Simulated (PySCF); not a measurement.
## Two runs on C6H6FN

System: C6H6FN (4-amino-1-fluorobenzene).
Method of run 1: GIAO PBE0/pcSseg-1 NMR shielding, non-relativistic, IEF-PCM cyclohexane (PySCF 2.14.0).

The geometry comes from this level: PBE0-D3(BJ)/def2-SVP. Text and figures count atoms from 1; the logs count them from 0 in places.

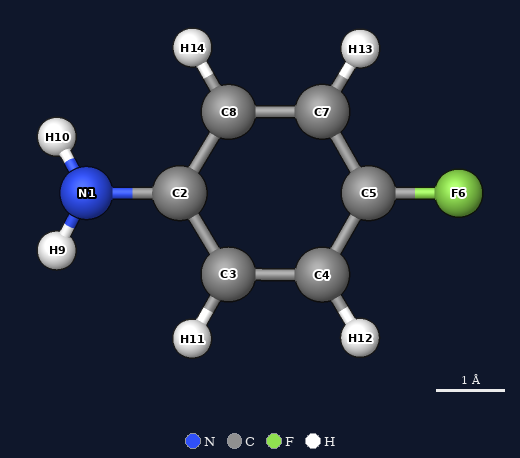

The structure as given in the input (ball-and-stick view, seen on its broad side; atoms are numbered from 1 in the order of the input).

### Input file, run 1
```
{"job": {"kind": "nmr", "xc": "PBE0", "basis": "pcSseg-1", "solvent": "cyclohexane", "pop": false}, "charge": 0, "multiplicity": 1}
N      2.307620     0.297368    -0.158798
C      0.929726     0.423111    -0.152239
C      0.318132     1.683380    -0.044061
C     -1.066447     1.807595     0.019530
C     -1.859647     0.668955    -0.026627
F     -3.190564     0.785304     0.035742
C     -1.284447    -0.590159    -0.138181
C      0.100181    -0.710293    -0.199661
H      2.828127     1.120739    -0.431146
H      2.675913    -0.551412    -0.567249
H      0.939620     2.581964    -0.004763
H     -1.540528     2.787456     0.102957
H     -1.927940    -1.471275    -0.176321
H      0.550297    -1.703177    -0.281348
```

The first line tells a small driver script what to run in PySCF; the rest is the geometry in Å.

Command:
```bash
OMP_NUM_THREADS=1 python <driver script> task.json out
```

Hardware: 1 CPU thread, shared host.

### Output (run 1)
```
coarse grid: 12384 points
cycle   1  E = -386.2683439789  dE =  1.388e+00  |g| = 5.122e-01  |ddm| = 3.674e+00
cycle   2  E = -386.2570602966  dE =  1.128e-02  |g| = 6.008e-01  |ddm| = 8.948e-01
cycle   3  E = -386.3201223481  dE = -6.306e-02  |g| = 7.906e-02  |ddm| = 4.663e-01
cycle   4  E = -386.3213427734  dE = -1.220e-03  |g| = 3.593e-02  |ddm| = 1.015e-01
cycle   5  E = -386.3216569690  dE = -3.142e-04  |g| = 9.842e-03  |ddm| = 3.773e-02
cycle   6  E = -386.3216793175  dE = -2.235e-05  |g| = 2.625e-03  |ddm| = 1.112e-02
cycle   7  E = -386.3216810008  dE = -1.683e-06  |g| = 5.245e-04  |ddm| = 2.972e-03
final grid: 122080 points
cycle   8  E = -386.3716595534  dE = -3.467e-05  |g| = 7.984e-03  |ddm| = 4.023e-02
cycle   9  E = -386.3716543761  dE =  5.177e-06  |g| = 9.868e-03  |ddm| = 1.559e-02
cycle  10  E = -386.3716743462  dE = -1.997e-05  |g| = 1.265e-03  |ddm| = 8.899e-03
cycle  11  E = -386.3716746188  dE = -2.725e-07  |g| = 1.727e-04  |ddm| = 1.296e-03
cycle  12  E = -386.3716746231  dE = -4.273e-09  |g| = 9.394e-05  |ddm| = 2.147e-04
cycle  13  E = -386.3716746251  dE = -2.070e-09  |g| = 2.832e-05  |ddm| = 1.081e-04
cycle  14  E = -386.3716746253  dE = -1.997e-10  |g| = 4.954e-06  |ddm| = 2.828e-05
converged SCF energy = -386.3716746253

GIAO shielding tensors (ppm)
atom      isotropic    diamagn.    paramagn.     s11        s22        s33       span
  0 N      192.508     317.048    -124.540    160.074    164.342    253.110     93.035
  1 C       36.181     253.343    -217.162    -53.603      8.829    153.317    206.920
  2 C       66.955     253.611    -186.656    -16.715     56.950    160.630    177.345
  3 C       62.984     255.739    -192.756    -23.913     47.681    165.183    189.096
  4 C       22.923     253.976    -231.052    -56.620     38.339     87.051    143.671
  5 F      311.875     477.188    -165.314    246.904    316.429    372.291    125.387
  6 C       62.928     255.297    -192.369    -24.023     47.636    165.171    189.194
  7 C       66.850     254.031    -187.181    -16.948     56.628    160.871    177.818
  8 H       28.069      30.689      -2.620     21.175     26.816     36.214     15.039
  9 H       28.058      31.460      -3.402     21.152     26.792     36.231     15.080
 10 H       24.661      30.764      -6.103     20.794     25.131     28.059      7.265
 11 H       24.259      28.575      -4.316     20.999     24.941     26.837      5.837
 12 H       24.257      29.815      -5.559     20.996     24.936     26.837      5.842
 13 H       24.654      32.119      -7.465     20.786     25.109     28.066      7.280
```

For run 2 the input was changed thus:
```diff
-"solvent": "cyclohexane"
-"pop": false
+"solvent": "chloroform"
+"pop": true
```

What does this change do to the results?

The total energy of run 2 is 2.3 kcal/mol lower: the change of the electrostatic solvation energy at this fixed geometry, without cavity or dispersion terms. The dipole moment goes from 3.48 to 3.77 D. Of all shieldings, the largest change is that of F6, by +2.9 ppm. The SCF takes 13 iterations against 14.

### Output (run 2)
```
coarse grid: 12384 points
cycle   1  E = -386.2733077543  dE =  1.383e+00  |g| = 5.079e-01  |ddm| = 3.673e+00
cycle   2  E = -386.2619205199  dE =  1.139e-02  |g| = 5.954e-01  |ddm| = 8.648e-01
cycle   3  E = -386.3239091177  dE = -6.199e-02  |g| = 7.648e-02  |ddm| = 4.551e-01
cycle   4  E = -386.3250593788  dE = -1.150e-03  |g| = 3.304e-02  |ddm| = 9.115e-02
cycle   5  E = -386.3253210034  dE = -2.616e-04  |g| = 8.930e-03  |ddm| = 3.364e-02
cycle   6  E = -386.3253394811  dE = -1.848e-05  |g| = 2.386e-03  |ddm| = 9.644e-03
cycle   7  E = -386.3253408711  dE = -1.390e-06  |g| = 4.394e-04  |ddm| = 2.516e-03
final grid: 122080 points
cycle   8  E = -386.3752889394  dE = -3.516e-05  |g| = 7.839e-03  |ddm| = 4.040e-02
cycle   9  E = -386.3752847827  dE =  4.157e-06  |g| = 9.503e-03  |ddm| = 1.497e-02
cycle  10  E = -386.3753032752  dE = -1.849e-05  |g| = 1.219e-03  |ddm| = 8.386e-03
cycle  11  E = -386.3753035220  dE = -2.468e-07  |g| = 1.521e-04  |ddm| = 1.194e-03
cycle  12  E = -386.3753035256  dE = -3.614e-09  |g| = 6.105e-05  |ddm| = 1.643e-04
cycle  13  E = -386.3753035263  dE = -7.224e-10  |g| = 2.866e-05  |ddm| = 7.678e-05
converged SCF energy = -386.3753035263

GIAO shielding tensors (ppm)
atom      isotropic    diamagn.    paramagn.     s11        s22        s33       span
  0 N      192.264     317.448    -125.184    158.577    166.733    251.482     92.905
  1 C       35.471     253.151    -217.680    -53.879      7.009    153.282    207.161
  2 C       66.712     253.402    -186.690    -16.706     55.545    161.296    178.002
  3 C       63.060     255.803    -192.743    -23.685     47.366    165.499    189.185
  4 C       23.329     254.332    -231.003    -56.083     39.583     86.489    142.572
  5 F      314.782     477.444    -162.662    251.880    319.216    373.250    121.370
  6 C       63.010     255.320    -192.309    -23.783     47.327    165.487    189.271
  7 C       66.613     253.869    -187.256    -16.932     55.259    161.513    178.445
  8 H       27.842      30.499      -2.657     20.958     26.471     36.096     15.138
  9 H       27.834      31.288      -3.454     20.941     26.448     36.113     15.172
 10 H       24.542      30.673      -6.131     20.628     25.089     27.910      7.281
 11 H       24.187      28.558      -4.371     20.912     24.905     26.745      5.834
 12 H       24.185      29.772      -5.587     20.908     24.902     26.746      5.838
 13 H       24.536      31.991      -7.454     20.623     25.067     27.919      7.295
```

### The two runs side by side

```tsv
quantity	run 1	run 2
outcome	converged	converged
total energy (hartree)	−386.371675	−386.375304
HOMO (eV)	−5.88	−5.89
LUMO (eV)	−0.36	−0.38
dipole moment (D)	3.48	3.77
shielding of N1 (ppm)	192.5	192.3
shielding of C2 (ppm)	36.2	35.5
shielding of C3 (ppm)	67.0	66.7
shielding of C5 (ppm)	22.9	23.3
shielding of F6 (ppm)	311.9	314.8
shielding of C8 (ppm)	66.9	66.6
shielding of H9 (ppm)	28.1	27.8
SCF iterations	14	13
basis functions	166	166
wall time (shared host)	12 s	13 s
```
